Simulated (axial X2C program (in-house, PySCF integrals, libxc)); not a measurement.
**GeK: properties at the nuclei**

Aim: properties at the nuclei of GeK, with spin–orbit coupling in the Hamiltonian from the start.

Program: an in-house X2C program for linear molecules on PySCF integrals. Level of theory: two-component X2C with atomic mean-field terms, Ge dyall-cv3z, K dyall-cv3z. These are calculated values, not measurements.

### 1 Input

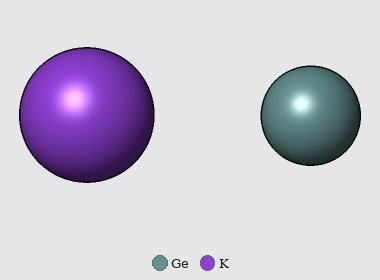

The two atoms at 3.170 Å (germanium teal, potassium purple).

task.json

```json
{
 "zs": [
  32,
  19
 ],
 "q": 0,
 "bas": [
  "dyall-cv3z",
  "dyall-cv3z"
 ],
 "r0": 3.17,
 "levels": [
  "PBE0",
  "HF",
  "BHandHLYP",
  "BP86",
  "r2SCAN"
 ],
 "nst": 3
}
```

Keys: zs atomic numbers; q charge; bas basis sets; r0 starting distance in Å; levels methods (HF also brings MP2); nst determinants followed.

Launch:

```
> python soeom.py task.json out
```

Nuclei are Gaussian, cores are contracted, and the Gaunt term is on.

### 2 Expectation values, lowest determinant

R = 3.065 Å. State: Ω = 3/2 (excess of +ω over −ω: ω = 3/2).

Output of the PBE0 run:

```text
two-component X2C + atomic mean field  PBE0
basis functions 206  fitting functions 981  grid points 5805
iter        total energy     max residual
   1      -2699.867872369     2.55e-05
   2      -2699.867872370     6.47e-06
converged
one-electron -3960.20280022  Coulomb 1269.67312852  exact exchange -27.85489611  xc functional -85.62049797  nuclear repulsion 104.97218409  atomic mean-field constant -0.83499067
```

The highest occupied spinor is 85% Ge p, 8% K d, 7% K p.

```csv
level,Eeff magnitude (GV/cm),Ws magnitude Ge (kHz),A∥/gI Ge (MHz),qzz Ge (a.u.),A∥/gI K (MHz),qzz K (a.u.),μ (D)
PBE0,1.23,0.327,-180,0.33,134,-0.13,9.26
HF,1.48,0.398,-260,-0.05,95.2,-0.21,10.61
BHandHLYP,1.2,0.313,-123,0.29,140,-0.15,9.52
BP86,1.06,0.28,-145,0.43,152,-0.10,8.66
r2SCAN,1.27,0.333,-240,0.17,131,-0.15,9.55
```

Eeff is the effective electric field on the electron dipole moment in this Ω state and Ws the scalar–pseudoscalar constant (defined with the proton number Z and per Ω); A∥ is the parallel hyperfine constant, which follows by multiplying with the nuclear g factor gI = μI/(I μN); qzz is the electric field gradient, eQq0 = 234.96 MHz × Q/barn × qzz; μ is positive if K is the positive end. The operators were transformed with the bare-nucleus X2C matrices.

### 3 Expectation values, a higher determinant

R = 3.065 Å. State: Ω = 1/2 (excess of +ω over −ω: 2 × ω = -1/2, ω = 3/2), 0.51 eV above the lowest in the PBE0 search for states (made at or near this distance, with looser thresholds).

Output of the PBE0 run:

```text
two-component X2C + atomic mean field  PBE0
basis functions 206  fitting functions 981  grid points 5805
iter        total energy     max residual
   1      -2699.849239075     4.82e-05
   2      -2699.849239079     1.66e-05
   3      -2699.849239082     4.01e-06
converged
one-electron -3959.89269199  Coulomb 1269.35782718  exact exchange -27.84707856  xc functional -85.60448914  nuclear repulsion 104.97218409  atomic mean-field constant -0.83499067
```

The highest occupied spinor is 86% Ge p, 7% K d, 6% K p.

```csv
level,Eeff magnitude (GV/cm),Ws magnitude Ge (kHz),A∥/gI Ge (MHz),qzz Ge (a.u.),A∥/gI K (MHz),qzz K (a.u.),μ (D)
PBE0,1.29,0.985,-1050,0.61,-506,-0.11,8.72
HF,1.43,1.09,-1080,-0.01,-365,-0.20,10.61
BHandHLYP,1.35,1.02,-996,0.62,-511,-0.12,9.10
BP86,1.13,0.857,-1030,0.76,-558,-0.08,7.94
r2SCAN,1.32,1,-1130,0.37,-467,-0.14,9.26
```

### 4 Expectation values, a higher determinant

R = 3.065 Å. State: Ω = 1/2 (excess of +ω over −ω: ω = 1/2), 0.80 eV above the lowest in the PBE0 search for states (made at or near this distance, with looser thresholds).

Output of the PBE0 run:

```text
two-component X2C + atomic mean field  PBE0
basis functions 206  fitting functions 981  grid points 5805
iter        total energy     max residual
   1      -2699.838603285     2.96e-05
   2      -2699.838603313     2.38e-05
   3      -2699.838603333     2.39e-05
   4      -2699.838603340     1.24e-05
   5      -2699.838603346     8.13e-06
converged
one-electron -3959.79826458  Coulomb 1269.24994909  exact exchange -27.83768178  xc functional -85.58979949  nuclear repulsion 104.97218409  atomic mean-field constant -0.83499067
```

The highest occupied spinor is 69% Ge p, 25% K s, 2% K p.

```csv
level,Eeff magnitude (GV/cm),Ws magnitude Ge (kHz),A∥/gI Ge (MHz),qzz Ge (a.u.),A∥/gI K (MHz),qzz K (a.u.),μ (D)
PBE0,0.157,0.156,1230,-4.50,155,-0.24,6.81
HF,0.157,0.0199,79.6,-1.23,255,-0.22,10.24
BHandHLYP,0.311,0.351,512,-2.75,219,-0.20,8.09
BP86,0.129,0.122,1290,-4.47,152,-0.21,5.78
r2SCAN,0.0298,0.0352,1490,-4.82,177,-0.25,6.64
```

### 5 What came out

| quantity | value |
| --- | --- |
| lowest determinant | Ω = 3/2 (excess of +ω over −ω: ω = 3/2) |
| Eeff magnitude (GV/cm), PBE0 | 1.23 |
| Ws magnitude Ge (kHz), PBE0 | 0.327 |
| A∥/gI Ge (MHz), PBE0 | -180 |
| qzz Ge (a.u.), PBE0 | 0.33 |
| higher determinant | Ω = 1/2 (excess of +ω over −ω: 2 × ω = -1/2, ω = 3/2) |
| Eeff magnitude (GV/cm), PBE0, higher determinant | 1.29 |
| Ws magnitude Ge (kHz), PBE0, higher determinant | 0.985 |
| A∥/gI Ge (MHz), PBE0, higher determinant | -1050 |
| qzz Ge (a.u.), PBE0, higher determinant | 0.61 |
| higher determinant | Ω = 1/2 (excess of +ω over −ω: ω = 1/2) |
| Eeff magnitude (GV/cm), PBE0, higher determinant | 0.157 |
| Ws magnitude Ge (kHz), PBE0, higher determinant | 0.156 |
| A∥/gI Ge (MHz), PBE0, higher determinant | 1230 |
| qzz Ge (a.u.), PBE0, higher determinant | -4.50 |

What this shows: In the first state, the effective field runs from 1.06 to 1.48 GV/cm over the mean-field levels. The expectation values come from single determinants, which for open shells can mix terms of unlike spin or miss the lowest Ω, so a determinant need not be a state. Eeff is the effective electric field on the electron dipole moment in this Ω state and Ws the scalar–pseudoscalar constant (defined with the proton number Z and per Ω); A∥ is the parallel hyperfine constant, which follows by multiplying with the nuclear g factor gI = μI/(I μN); qzz is the electric field gradient, eQq0 = 234.96 MHz × Q/barn × qzz; μ is positive if K is the positive end. The operators were transformed with the bare-nucleus X2C matrices.
